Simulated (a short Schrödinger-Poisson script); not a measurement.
Stack: MOS inversion layer, SiO2 on p-type Si(100), at 300 K.

```csv
layer,material,thickness (nm),Na (cm⁻³)
1,SiO2,2.6,-
2,Si,910,2.2e17
```

The device is made up for the run: typed textbook-type constants, with dimensions and the other settings drawn at random. SiO2: permittivity 3.9, conduction-band edge (eV) 3.15, gap (eV) 9, electron mass (mₑ) 0.5. Si: permittivity 11.7, conduction-band edge (eV) 0, gap (eV) 1.124, Nv at 300 K (cm⁻³) 3.1e19.

Channel valleys (confinement mass, in-plane density-of-states mass, number): Δ2 0.916, 0.19, 2; Δ4 0.19, 0.417, 4. At the gate the conduction-band edge of layer 1 lies 3.16 eV − eVg above the Fermi level of the channel; the field vanishes at the back. Gaps are held at their typed values at every temperature. Mesh 0.03 nm at interfaces.

Solved with a short Schrödinger-Poisson script written for these runs: 1D Poisson equation in equilibrium, electrons quantum, Hartree (BenDaniel-Duke, 12 states a valley, the channel's in-plane mass for all, wave functions ending at the dielectric), parabolic valleys, classical holes, full ionisation, no traps, pinning or gate leakage.

Only gate voltages with over 1e8 electrons/cm² are shown.

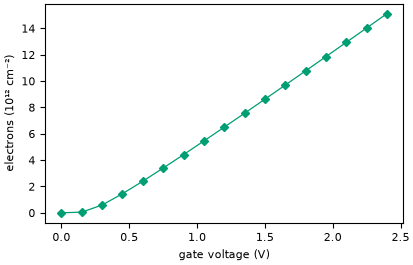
Sheet density against gate voltage

```csv
Vg (V),electrons (cm⁻²),C (μF/cm²),Δ2 E0 (meV),Δ2 E1 (meV),Δ4 E0 (meV),Δ4 E1 (meV)
0,4.45e8,0.139,254.7,302.2,298.5,376.9
0.3,5.90e11,0.848,64.2,119.7,115.8,202.9
0.6,2.40e12,1.05,20.9,87.3,83.6,176.2
0.9,4.41e12,1.10,-1.8,74.4,70.9,167.3
1.2,6.50e12,1.13,-18.7,66.2,62.9,162.5
1.5,8.63e12,1.14,-33.0,60.1,57.0,159.3
1.8,1.08e13,1.15,-46.0,55.1,52.0,156.9
2.1,1.29e13,1.16,-58.0,50.7,47.6,154.9
2.4,1.51e13,1.17,-69.5,46.8,43.7,153.4
```

Subbands count from the Fermi level.
